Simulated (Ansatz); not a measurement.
# Gate voltage at the highest density: 1T-CoBrI monolayer

A layer charged from two gates alike needs a voltage that grows with the carrier density; the slope is e over the total capacitance.

How it was computed: Ansatz 0.2.0, plane waves with PAW datasets (its set soft_2), PBE-D3(BJ); isolated slab, charged sheets 4 Å from the outer atoms behind model barriers, atoms held, Fermi-Dirac smearing of 0.05 eV. The voltage is that of the gates (their mean) against the layer's Fermi level, from the uncharged case, which has no gap over 0.05 eV.

| run | added electrons (10¹³ per cm²) | gate voltage (V) |
| --- | --- | --- |
| run 1 | 3.00 | 0.80 |
| run 2 | 8.00 | 2.12 |
| run 3 | 15.00 | ? |

**Question.** What value belongs in the row marked “?”, and how far can the other rows tell?

Two rows fix a line: slope = (2.12 − 0.80) / (8.00 − 3.00) = 0.2640, intercept 0.0080. The capacitance is 1.602/0.2640 = 6.07 µF/cm², against 4.43 µF/cm² for plates 4 Å apart in vacuum on both sides; it is the larger, as where the added charge has its centre outside the outer atoms (not examined here). At 15.00 it gives 0.2640 × 15.00 + 0.0080 = 3.97 V, beyond the rows fitted. Rounding of the rows alone allows about ±0.019 V there; two rows can't show whether the line holds.

The run itself gives 3.95 V: a miss of −0.02 V, or 0.5 % of the value. The capacitance rises a little towards the highest density.

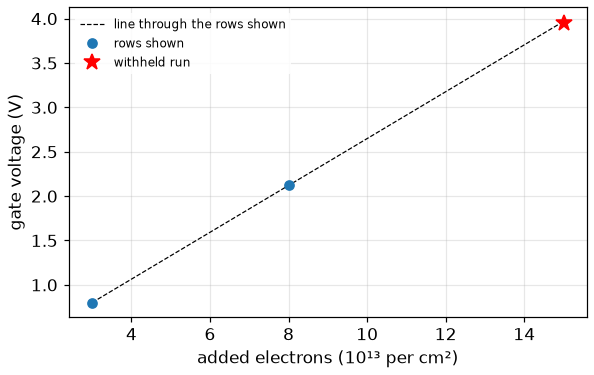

The fit and the withheld run.

**Limits.** The gates are model sheets, not atoms, and low densities sample few k-points. Spin-orbit coupling is left out, which changes the bands of elements this heavy.
